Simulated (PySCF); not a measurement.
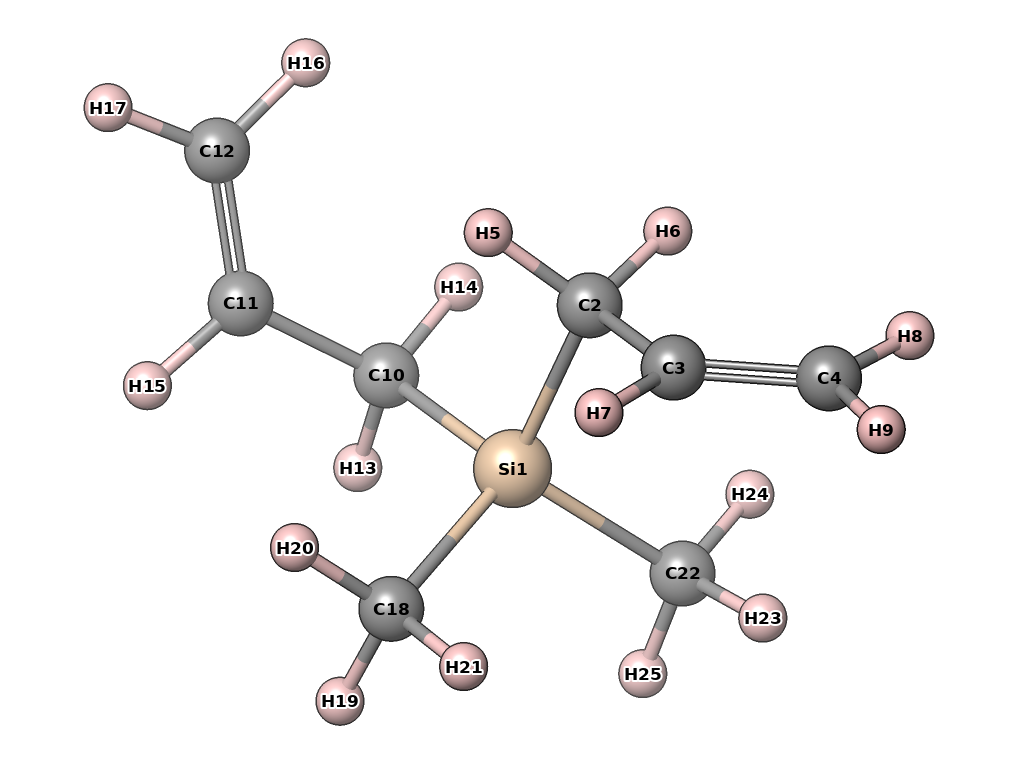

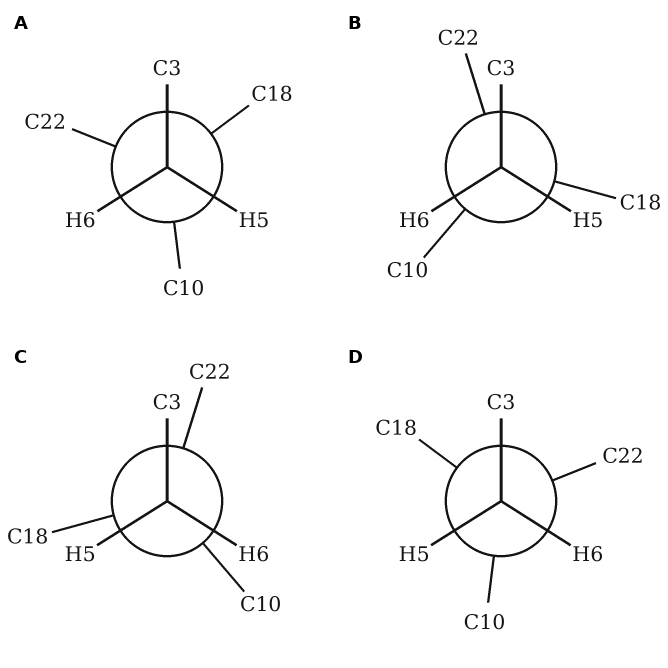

Distant atoms are faded towards the background colour. Bonds that would overlap in a projection are set slightly apart. The geometry was computed by an optimisation with PBE0-D3(BJ)/def2-SVP. No frequency run is at hand to confirm it as a minimum.

Question: Which Newman projection shows the view along C2–Si1, with C2 in front?

Answer: A. The torsion angle C3–C2–Si1–C10 is 173°, antiperiplanar (anti).
